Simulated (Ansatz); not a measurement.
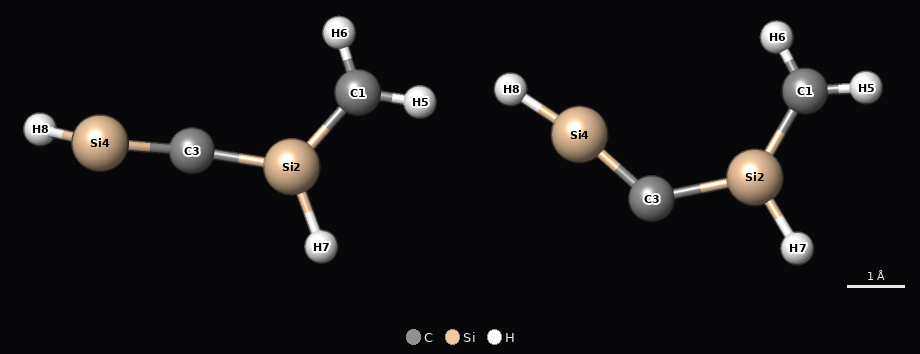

Two geometries of C2H4Si2, drawn at one scale. One is the start of a relaxation, the other its converged end. The picture is a ball-and-stick view, seen face on.

The calculation used UKS PBE-D4/def2-SVP in Ansatz. (collinear spin; force threshold 0.02 eV/Å; at most 50 steps)

Question: Which one is relaxed?

Answer: The left one is the relaxed one. The run prepares an end point of a later path (hydrogen shift) calculation, from a guessed geometry. Over 16 accepted moves (19 points after the start) the energy falls by 64.9 kJ/mol. Largest force component: 1.8 eV/Å at the start, 0.0083 eV/Å at the end. The line search rejected the trial steps at points 11, 12, 15 of the run. The largest move after the best rigid fit is that of C3, 0.85 Å. Largest moves by element: C 0.85 Å, H 0.82 Å, Si 0.65 Å. Among the contacts that change: Si2–C3 1.854 → 1.784 Å, Si4–H8 1.455 → 1.512 Å, Si2–H7 1.464 → 1.498 Å, C1–H5 1.076 → 1.102 Å. Bond angles that change, for instance: C3–Si4–H8 171.6° → 119.9°, Si2–C3–Si4 126.9° → 158.3°, C3–Si2–H7 109.5° → 119.4°. Groups turn about Si2–C3 by about 105°. Cost: 50 s on 2 threads of Intel(R) Xeon(R) Platinum 8488C (Sapphire Rapids), on a shared host, peak memory 0.2 GiB.
